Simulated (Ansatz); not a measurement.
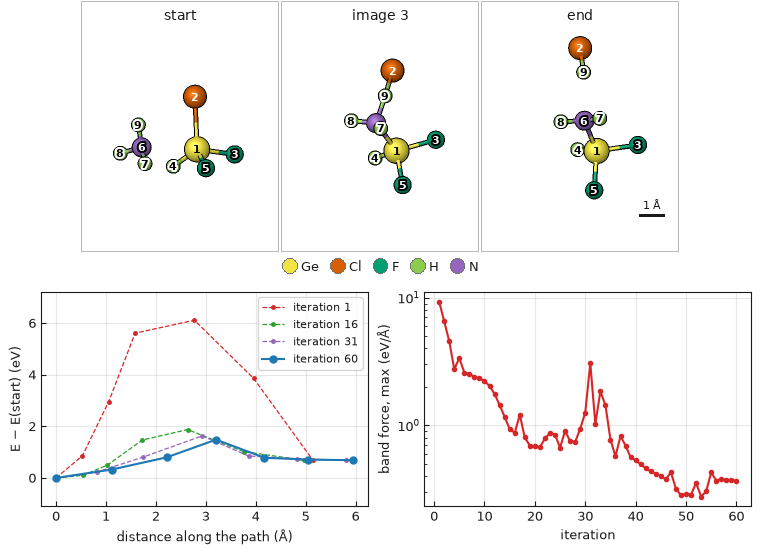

A nudged-elastic-band calculation for GeNH$_{4}$ClF$_{2}$, made up at the start of GeHClF$_{2}$ and NH3. Images are numbered from 0 (start) to 6 (end). The plot follows the band through its iterations. The picture is a ball-and-stick view, seen at a tilt.

Level of theory: RHF/def2-SVP in Ansatz. Run with 5 movable images; climbing image; force threshold 0.05 eV/Å; iteration limit 60; optimiser FIRE; starting path through a guess of the saddle point.

Did the band converge, and can the barrier be trusted?

The result isn't final. The band hadn't converged when the run stopped after 60 iterations. The largest component of the band force went from 9.3 to 0.37 eV/Å. The barrier read from it is provisional, though the highest image hardly moved in the last two iterations. The first iteration put the highest image at 6.11 eV. The highest point, image 3, lies 1.48 eV above the start and 0.80 eV above the end; the end is at +0.69 eV relative to the start.

Limits of the set-up: the start holds two separate molecules, 2.5 Å apart at their closest, whose relative position is a soft coordinate and is computed without a dispersion correction; Hartree-Fock leaves out electron correlation.

The run took 6 min on 2 threads of INTEL(R) XEON(R) PLATINUM 8581C CPU @ 2.30GHz (Emerald Rapids) (shared host), peak memory 0.28 GiB.
